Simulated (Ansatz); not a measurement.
# CsLi2Br3 (Immm):As_Br, thermodynamic levels from a 72-atom cell

Charge states of As_Br in CsLi2Br3 (Immm), set against the band edges. Model: a cell of 72 host atoms with 1 Br taken out and 1 As put in.

Calculated with Ansatz 0.2.0; place-levels on PBEsol runs: charge-transition levels and formation energies with image-charge correction and potential alignment at the atomic sites.

## 1. The structure

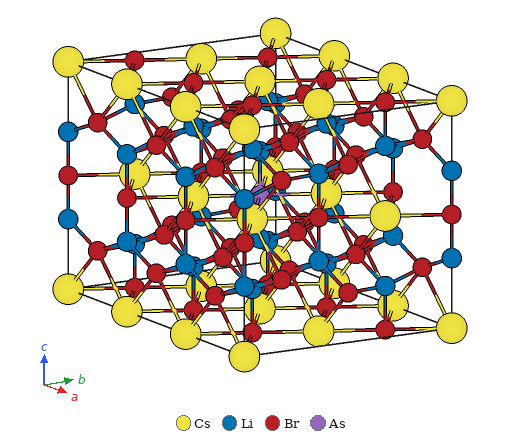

The cell as given, from a free direction (caesium yellow, lithium blue, bromine red, arsenic purple). Some periodic images of atoms are drawn too.

The cell holds 72 atoms: 12 Cs, 24 Li, 35 Br and 1 As. Its edges and angles: a = 13.853 Å, b = 11.980 Å, c = 13.179 Å, α = 90.0°, β = 90.0°, γ = 67.3°. It derives from CsLi2Br3 (space group Immm). Nearest the centre at fractional (0.667, 0.500, 0.500): As69 at 0.00 Å, Li53 at 2.53 Å, Li57 at 2.53 Å, Cs26 at 3.60 Å, Cs52 at 3.60 Å, Cs50 at 3.60 Å, Cs28 at 3.60 Å, Br66 at 3.99 Å.

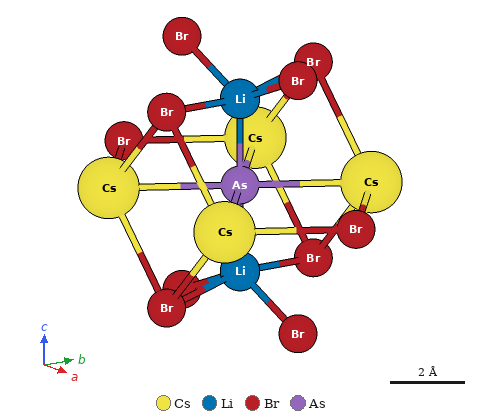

The atoms within 5 Å of the centre.

As a file:

```xyz
72
Lattice="13.8531 0.0000 0.0000 4.6177 11.0537 0.0000 0.0000 0.0000 13.1792" Properties=species:S:1:pos:R:3 pbc="T T T"
Cs    2.3089    5.5269    0.0000
Cs    4.6177    8.2903    6.5896
Cs    2.3089    0.0000    0.0000
Cs    4.6177    2.7634    6.5896
Li    2.3089    5.5269    4.0586
Li    4.6177    8.2903   10.6482
Li    2.3089    0.0000    4.0586
Li    4.6177    2.7634   10.6482
Li    2.3089    5.5269    9.1205
Li    4.6177    8.2903    2.5310
Li    2.3089    0.0000    9.1205
Li    4.6177    2.7634    2.5310
Br    0.0000    0.0000   10.3044
Br    2.3089    2.7634    3.7148
Br    4.6177    5.5269   10.3044
Br    6.9266    8.2903    3.7148
Br    0.0000    0.0000    2.8748
Br    2.3089    2.7634    9.4643
Br    4.6177    5.5269    2.8748
Br    6.9266    8.2903    9.4643
Br    2.3089    5.5269    6.5896
Br    4.6177    8.2903    0.0000
Br    2.3089    0.0000    6.5896
Br    4.6177    2.7634    0.0000
Cs    6.9266    5.5269    0.0000
Cs    9.2354    8.2903    6.5896
Cs    6.9266    0.0000    0.0000
Cs    9.2354    2.7634    6.5896
Li    6.9266    5.5269    4.0586
Li    9.2354    8.2903   10.6482
Li    6.9266    0.0000    4.0586
Li    9.2354    2.7634   10.6482
Li    6.9266    5.5269    9.1205
Li    9.2354    8.2903    2.5310
Li    6.9266    0.0000    9.1205
Li    9.2354    2.7634    2.5310
Br    4.6177    0.0000   10.3044
Br    6.9266    2.7634    3.7148
Br    9.2354    5.5269   10.3044
Br   11.5443    8.2903    3.7148
Br    4.6177    0.0000    2.8748
Br    6.9266    2.7634    9.4643
Br    9.2354    5.5269    2.8748
Br   11.5443    8.2903    9.4643
Br    6.9266    5.5269    6.5896
Br    9.2354    8.2903    0.0000
Br    6.9266    0.0000    6.5896
Br    9.2354    2.7634    0.0000
Cs   11.5443    5.5269    0.0000
Cs   13.8531    8.2903    6.5896
Cs   11.5443    0.0000    0.0000
Cs   13.8531    2.7634    6.5896
Li   11.5443    5.5269    4.0586
Li   13.8531    8.2903   10.6482
Li   11.5443    0.0000    4.0586
Li   13.8531    2.7634   10.6482
Li   11.5443    5.5269    9.1205
Li   13.8531    8.2903    2.5310
Li   11.5443    0.0000    9.1205
Li   13.8531    2.7634    2.5310
Br    9.2354    0.0000   10.3044
Br   11.5443    2.7634    3.7148
Br   13.8531    5.5269   10.3044
Br   16.1620    8.2903    3.7148
Br    9.2354    0.0000    2.8748
Br   11.5443    2.7634    9.4643
Br   13.8531    5.5269    2.8748
Br   16.1620    8.2903    9.4643
As   11.5443    5.5269    6.5896
Br   13.8531    8.2903    0.0000
Br   11.5443    0.0000    6.5896
Br   13.8531    2.7634    0.0000
```

Known beforehand: the electronic dielectric constant, (3.11, 3.22, 3.04), and the static one, (6.58, 24.18, 6.70), from a response run on this crystal (DFPT, PBEsol) at that run's own cell.

The cell's shortest repeat is 12.0 Å.

## 2. What was run first

A transition level is the Fermi level at which two charge states cost the same, so each charge needs its own total energy, at its own relaxed structure.

Random displacements of about 0.05 Å break the site symmetry at the start, so that the relaxation can reach a distorted minimum if there is one. Forces are taken at one point at (¼, ¼, ¼). The cell holds 2 electrons more than the neutral one, with a uniform background that keeps it neutral on the whole.

The sampling was tested on the host first: at the k-points planned (1x1x1 shifted 0.25 0.25 0.25) its energy lies 0.002 eV an atom from the dense-mesh value, under the bound of 0.02 eV set for this test; that bounds the host's error, not the defect's.

One of the inputs; charge, spin and start change from state to state.

File qm2.relax/input.yaml:

```yaml
crystal:
  lattice:
    - [4.61771326, 0.0, 0.0]
    - [4.61771326, 11.05374873, 0.0]
    - [0.0, 0.0, 13.17917308]
  atoms:
    - { symbol: Cs, position: [0.0, 0.5, 0.0] }
    - { symbol: Cs, position: [0.25, 0.75, 0.5] }
    - { symbol: Cs, position: [0.5, 0.0, 0.0] }
    - { symbol: Cs, position: [0.75, 0.25, 0.5] }
    - { symbol: Li, position: [0.0, 0.5, 0.30795831] }
    - { symbol: Li, position: [0.25, 0.75, 0.80795831] }
    - { symbol: Li, position: [0.5, 0.0, 0.30795831] }
    - { symbol: Li, position: [0.75, 0.25, 0.80795831] }
    - { symbol: Li, position: [0.0, 0.5, 0.69204169] }
    - { symbol: Li, position: [0.25, 0.75, 0.19204169] }
    - { symbol: Li, position: [0.5, 0.0, 0.69204169] }
    - { symbol: Li, position: [0.75, 0.25, 0.19204169] }
    - { symbol: Br, position: [0.0, 0.0, 0.78187158] }
    - { symbol: Br, position: [0.25, 0.25, 0.28187158] }
    - { symbol: Br, position: [0.5, 0.5, 0.78187158] }
    - { symbol: Br, position: [0.75, 0.75, 0.28187158] }
    - { symbol: Br, position: [0.0, 0.0, 0.21812842] }
    - { symbol: Br, position: [0.25, 0.25, 0.71812842] }
    - { symbol: Br, position: [0.5, 0.5, 0.21812842] }
    - { symbol: Br, position: [0.75, 0.75, 0.71812842] }
    - { symbol: Br, position: [0.0, 0.5, 0.5] }
    - { symbol: Br, position: [0.25, 0.75, 0.0] }
    - { symbol: Br, position: [0.5, 0.0, 0.5] }
    - { symbol: Br, position: [0.75, 0.25, 0.0] }
  supercell: [3, 1, 1]
  defects: [{ substitution: { at: 68, symbol: As } }]
total_charge: -2
basis:
  ecutwfc: 420
  xc_grid: 2
hamiltonian:
  xc: pbesol
kpoints:
  mp_grid: { grid: [1, 1, 1], shift: [0.25, 0.25, 0.25] }
scf:
  occupations: { method: fixed }
  max_iter: 80
output:
  forces: true
  charged_corrections: { epsilon: [3.11, 3.22, 3.04], static_epsilon: [6.58, 24.18, 6.7] }
relax:
  f_tol: 0.02
  max_steps: 80
  random_displacement: { amplitude: 0.05, seed: 8464 }
checkpoint:
  write: "../qm2.relax.run"
  compress: false
  write_wavefunctions: true
  write_every: 100000
```

On the command line:

```bash
ansatz run input.yaml --threads 4 --pin off --max-ram 14131MiB --backend cpu --events-out ev --progress --plain --runs-dir out
```

The relaxed structure is kept and the sampling changed to a 2×2×2 shifted mesh.

The run of this state that the levels use, under PBEsol:

File qm2.point/input.yaml:

```yaml
crystal:
  checkpoint: "../qm2.relax.run"
  host: checkpoint
total_charge: -2
basis:
  ecutwfc: 420
  xc_grid: 2
hamiltonian:
  xc: pbesol
kpoints:
  mp_grid: { grid: [2, 2, 2], shift: [0.5, 0.5, 0.5] }
scf:
  occupations: { method: fermi_dirac, width: 0.01 }
  max_iter: 80
output:
  forces: true
  eigenvalues: true
  charged_corrections:
    epsilon: [3.11, 3.22, 3.04]
    static_epsilon: [6.58, 24.18, 6.7]
    defect_position: [0.666667, 0.5, 0.5]
  eigenstates: { localisation: true }
  populations: true
checkpoint:
  read: "../qm2.relax.run"
  write: "../qm2.point.run"
  compress: false
  write_wavefunctions: false
  write_every: 100000
```

Relaxations under PBEsol at one point at (¼, ¼, ¼); times on 4 threads of Arm Neoverse V2, shared host:

| charge | moment (μB) | occupations | outcome | steps | largest displacement against the far atoms (Å) | time |
| --- | --- | --- | --- | --- | --- | --- |
| −2 | 0 | fixed | converged | 6 | 0.28 | 3 min |
| −1 | 1 | fixed | converged | 5 | 0.22 | 6.8 min |
| 0 | 0 | fixed | not converged | 1 | - | 3.5 min |
| 0 | 0 | fermi-dirac | converged | 4 | 0.05 | 2.6 min |
| 0 | 2 | fixed | converged | 4 | 0.06 | 4 min |

Single points under PBEsol at a 2×2×2 shifted mesh; times on 4 threads of Arm Neoverse V2, shared host:

| charge | moment (μB) | occupations | outcome | time |
| --- | --- | --- | --- | --- |
| −2 | 0 | fermi-dirac | converged | 3.4 min |
| −1 | 1 | fermi-dirac | converged | 8 min |
| 0 | 0 | fermi-dirac | converged | 4.1 min |
| 0 | 2 | fermi-dirac | converged | 8.5 min |

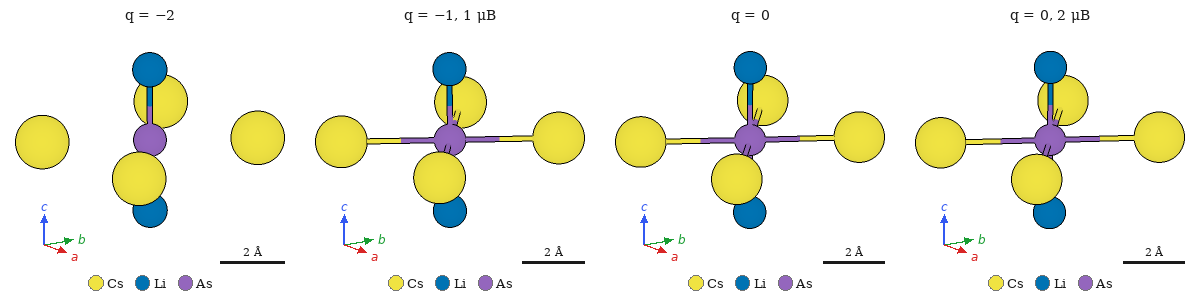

The structures near the centre after relaxation with PBEsol, by charge.

Distances (Å) from As69 to the nearest atoms after relaxation with PBEsol:

| charge | moment (μB) | 1. | 2. | 3. | 4. | 5. | 6. |
| --- | --- | --- | --- | --- | --- | --- | --- |
| −2 | 0 | Li 2.36 | Li 2.36 | Cs 3.37 | Cs 3.38 | Cs 3.38 | Cs 3.38 |
| −1 | 1 | Li 2.46 | Li 2.46 | Cs 3.40 | Cs 3.40 | Cs 3.52 | Cs 3.52 |
| 0 | 0 | Li 2.57 | Li 2.57 | Cs 3.63 | Cs 3.63 | Cs 3.63 | Cs 3.63 |
| 0 | 2 | Li 2.59 | Li 2.59 | Cs 3.63 | Cs 3.64 | Cs 3.64 | Cs 3.64 |

## 3. place-levels, PBEsol

A charged cell interacts with its images and the background, and its potential has another zero than the host's. place-levels removes the first by a point-charge model, screened by the static dielectric constant since the ions have relaxed around the charge, and the second by comparing potentials at atoms far from the defect.

The host is a run of the defect-free crystal in the same cutoffs, grids and k-points, so that basis and sampling errors cancel in part in the differences. Its band edges come from a run of the primitive cell that searches the zone for them. The host is run in a cell of 24 atoms on a matching mesh. Chemical potentials are energies per atom of Br (solid Br2 (Cmce)) and As (grey arsenic (A7)), run with the same functional and cutoff.

File levels.point.yaml:

```yaml
host:
  run: host.point.run
  levels_from: { run: edges.point.run }
states: [qm2.point.run, qm1_M1.point.run, q0.point.run, q0_M2.point.run]
geometry_from:
  qm2.point.run: qm2.relax.run
  qm1_M1.point.run: qm1_M1.relax.run
  q0.point.run: q0.relax_smeared.run
  q0_M2.point.run: q0_M2.relax.run
  host.point.run: host.relax.run
chemical_potentials:
  Br:
    energy: -2736.47272
    dataset: "<sha256 of the dataset>"
  As:
    energy: -4813.023712
    dataset: <sha256 of the dataset>
epsilon: [3.11, 3.22, 3.04]
static_epsilon: [6.58, 24.18, 6.7]
vertical:
  - { from: qm2.point.run, to: qm2.point_neutral.run }
  - { from: qm1_M1.point.run, to: qm1_M1.point_neutral.run }
```

On the command line:

```bash
ansatz place-levels levels.point.yaml -- --threads 4 --pin off --max-ram 14131MiB
```

Numbers of over 12 decimals in the logs are rounded to 6 here.

What it wrote:

```text
[... repeated set-up lines and file paths are left out, and long positions are rounded to six places ...]
(0/-1) 2.617 eV above the valence edge, 1.697 eV under the conduction edge
(-1/-2) 3.747 eV above the valence edge, 0.567 eV under the conduction edge
formation energy of charge 0: +4.575 eV with the Fermi level at the valence edge
formation energy of charge -1: +7.192 eV with the Fermi level at the valence edge
formation energy of charge -2: +10.939 eV with the Fermi level at the valence edge
vertical -2 to 0: no energy, since no alignment is typed
  the change from vertical[0].from (qm2.point.run) to vertical[0].to (qm2.point_neutral.run): by its potential at epsilon [3.11, 3.22, 3.04] it stands at 0.667 0.500 0.500, with an rms radius of about 2.2 Å (1.3 1.5 1.0 Å across the planes of the cell's [...]
vertical -1 to 0: no energy, since no alignment is typed
  the change from vertical[1].from (qm1_M1.point.run) to vertical[1].to (qm1_M1.point_neutral.run): by its potential at epsilon [3.11, 3.22, 3.04] it stands at 0.667 0.499 0.500, with an rms radius of about 1.8 Å (1.1 1.1 0.9 Å across the planes of the cell's [...]
  edges by pbesol of host.levels_from (edges.point.run), its mesh sampled to repeats of 36.94 Å (the valence edge +0.099 eV and the conduction edge -0.350 eV from those of the host's own run), gap 4.314 eV; the host is sampled to repeats of 28.81 Å
  the defect's cells are sampled to repeats of 28.81 Å, like sampling
  charge 0: +0.000 eV for its dipole among its images, +0.000 omitted
  charge -1: -172599.2887 eV with its correction of +0.154 eV, at epsilon [6.58, 24.18, 6.7], aligned at sites: -0.0100 eV, mean over 41 atomic sites at or beyond 5.99 Å from the defect at [0.6667, 0.5000, 0.5000], with -0.000240 for the charge's moments and [...]
  charge -2: -172593.2693 eV with its correction of +0.619 eV, at epsilon [6.58, 24.18, 6.7], aligned at sites: -0.0218 eV, mean over 41 atomic sites at or beyond 5.99 Å from the defect at [0.6667, 0.5000, 0.5000], with +0.016813 for the charge's moments and [...]
  charge 0: states[2] (q0.point.run) stands 0.702 eV higher, with a moment of 0.00 μB against 2.00
  states[2] (q0.point.run): levels filled in part (TS 0.020 eV): its energy is of no whole electron's
  of states[1] (qm1_M1.point.run): its displacements don't fall off away from the defect: farther atoms stand 0.023 Å off the host's places. [...]
  of states[0] (qm2.point.run): it parts from the run that its charge is read beside by 2 carriers, of which the mean alone is read, by its potential at epsilon [3.11, 3.22, 3.04], taken for that of held ions (one typed too small widens it): that is narrow, [...]
  of vertical[0].from (qm2.point.run): its displacements don't fall off away from the defect: farther atoms stand 0.064 Å off the host's places. [...]
  vertical[0].to (qm2.point_neutral.run): levels filled in part (TS 0.019 eV): its energy is of no whole electron's
  of vertical[0].to (qm2.point_neutral.run): its displacements don't fall off away from the defect: farther atoms stand 0.064 Å off the host's places. [...]
  of vertical[1].from (qm1_M1.point.run): its displacements don't fall off away from the defect: farther atoms stand 0.023 Å off the host's places. [...]
  vertical[1].to (qm1_M1.point_neutral.run): levels filled in part (TS 0.020 eV): its energy is of no whole electron's
  of vertical[1].to (qm1_M1.point_neutral.run): its displacements don't fall off away from the defect: farther atoms stand 0.023 Å off the host's places. [...]
```

The job ended after 0.47 s (4 threads of Arm Neoverse V2, shared host).

Levels between the charges placed, in eV above the valence top:

|  | gap (eV) | (0/−1) | (−1/−2) |
| --- | --- | --- | --- |
| PBEsol | 4.31 | 2.62 | 3.75 |

Corrections by state:

| charge | moment (μB) | image terms and alignment (eV) | band filling (eV) | ε used | over the lowest of its charge, as the program ranks them, band filling apart (eV) |
| --- | --- | --- | --- | --- | --- |
| 0 | 2.0 | 0.000 | - | - | 0.000 |
| −1 | 1.0 | 0.154 | - | principal values (6.58, 6.70, 24.18) | 0.000 |
| −2 | 0.0 | 0.619 | - | principal values (6.58, 6.70, 24.18) | 0.000 |
| 0 | 0.0 | 0.000 | - | - | 0.702 |

The charged structures listed were also run neutral, and place-levels reads from each pair, by the potential or the spins, how wide the charge is by which they differ; that can be the carrier of either run.

| charge | rms radius (Å) | spread where it is widest against the cell (Å) | wide from (Å) | reading |
| --- | --- | --- | --- | --- |
| −1 | 1.8 | 1.14 | 1.91 | narrow |
| −2 | 2.2 | 1.51 | 1.91 | narrow |

The neutral runs of these pairs need not share the spin of the lowest neutral state, and very wide values only mean spread over the cell.

From the program's caveats on the states, each cut to its opening words:

- charge −1 (1 μB): its displacements don't fall off away from the defect: farther atoms stand 0.023 Å off the host's places
- charge −2: it parts from the run that its charge is read beside by 2 carriers, of which the mean alone is read, by its potential at epsilon [3.11, 3.22, 3.04], taken for [...]
- charge −2: its alignment with the host at atomic sites is doubtful: the mean over the far sites moves by -0.0704 eV from their farther parts to their nearer, more than [...]
- charge −2: its displacements don't fall off away from the defect: farther atoms stand 0.064 Å off the host's places

Chemical potentials of the elements' reference phases, run alike. Formation energy by charge state (elemental references; gap 4.31 eV):

| charge | at valence top (eV) | at conduction bottom (eV) | correction included (eV) |
| --- | --- | --- | --- |
| 0 | 4.58 | 4.58 | 0.00 |
| −1 | 7.19 | 2.88 | 0.15 |
| −2 | 10.94 | 2.31 | 0.62 |

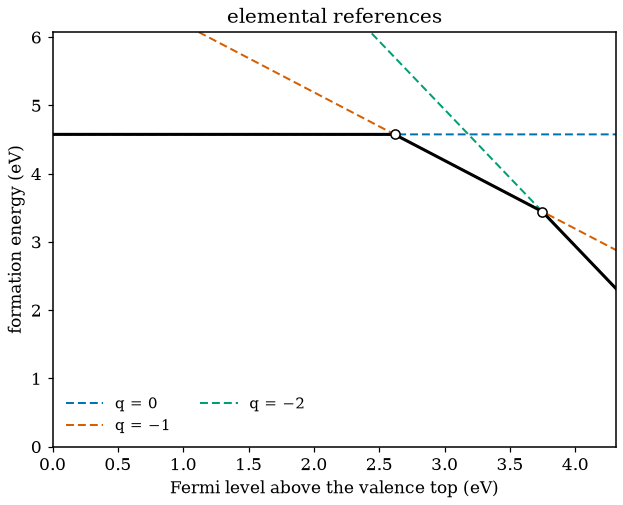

Formation energy against Fermi level; the thick line follows the lowest charge state and circles mark the transition levels.

Charge transition levels, in eV, zero at the valence-band top of the host:

|  | conduction bottom | valence top |
| --- | --- | --- |
| As_Br | 4.31 | 0.00 |

|  | level | energy (eV) |
| --- | --- | --- |
| As_Br | (0/−1) | 2.62 |
| As_Br | (−1/−2) | 3.75 |

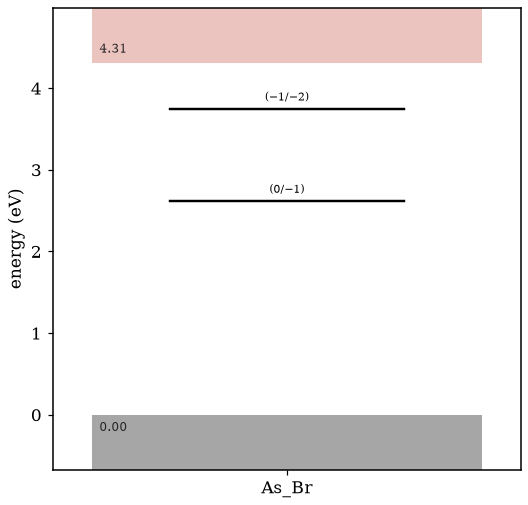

Charge transition levels. Shaded: valence and conduction bands.

## 4. What came out

```yaml
gap_of_the_host: 4.31 eV (PBEsol)
level_0_minus_1: 2.62 eV above the valence top
level_minus_1_minus_2: 3.75 eV above the valence top
lowest_of_the_charges_placed_just_above_the_valence_top_0p02_ev: 0
lowest_of_the_charges_placed_just_below_the_conduction_bottom_0p02_ev: −2
lowest_formation_energy_at_mid_gap_of_the_charges_run_elemental_references: 4.58 eV
```

**Reading.** Of the charges placed (−2, −1 and 0), the lowest changes at 2.62 eV (0/−1) and 3.75 eV (−1/−2) above the valence top, in a gap of 4.31 eV. Charges above 0 and below −2 were not placed, so these runs say nothing of levels that involve them. States placed: 0 at 2 μB and 0 μB; −1 at 1 μB; −2 at 0 μB. Other spin states or structures, where not listed, weren't placed. As is taken at its element; compounds, which aren't counted here, bound the chemical potentials and would shift these formation energies. The program doubts the alignment of potentials for at least one state, a sign that the cell is small. What this leaves open: PBEsol makes the gap too small and tends to spread out bound carriers; spin–orbit coupling, which can matter with heavy atoms, is left out.

[Logs are printed without paths, hosts, clocks, repeated set-up lines and the standing remarks that a program may print on its own settings, such as how far it seeks lower states.]

[Hosts, paths, dates, database ids (printed as entryN), source tags and the programs' standing remarks are cut or masked in the printed files.]

[Where a table of states has a column of steps, it counts the stored structures, which are thinned; the runs took as many ionic steps or more.]

[A defect's name tells the site on which it was built; relaxed atoms can leave that site.]

[For some hosts the program warned that the k-mesh of the response run may be too coarse for force constants and the static dielectric constant; such warnings are not shown here.]
